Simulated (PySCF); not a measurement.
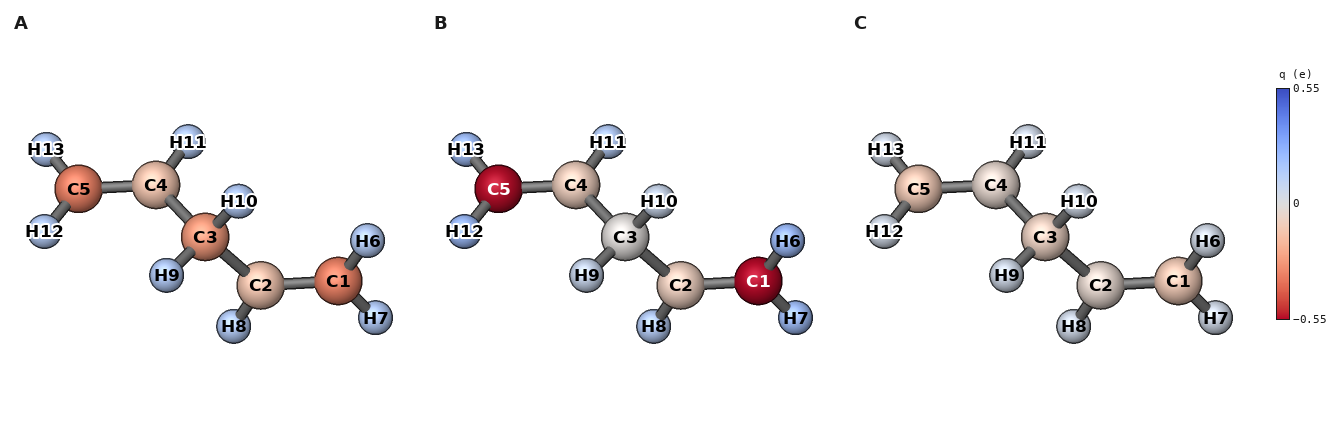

Atomic charges of one calculation by 3 schemes, on one colour scale. Computed geometry: PBE0-D3(BJ)/def2-SVP optimisation. No frequency run is at hand to confirm it as a minimum. Method: PBE0/aug-cc-pVDZ (PySCF 2.14.0).

> The schemes are ESP-fitted, Hirshfeld, IAO. Which panel shows which?

A IAO, B ESP-fitted, C Hirshfeld.

List the charges (e), one line for each set of equivalent atoms.

```csv
atom,IAO,ESP-fitted,Hirshfeld
"C1, C5",−0.33,−0.55,−0.11
"C2, C4",−0.13,−0.08,−0.04
C3,−0.27,−0.01,−0.08
"H6, H12",0.14,0.22,0.05
"H7, H13",0.15,0.21,0.05
"H8, H11",0.15,0.14,0.05
"H9, H10",0.15,0.07,0.05
```
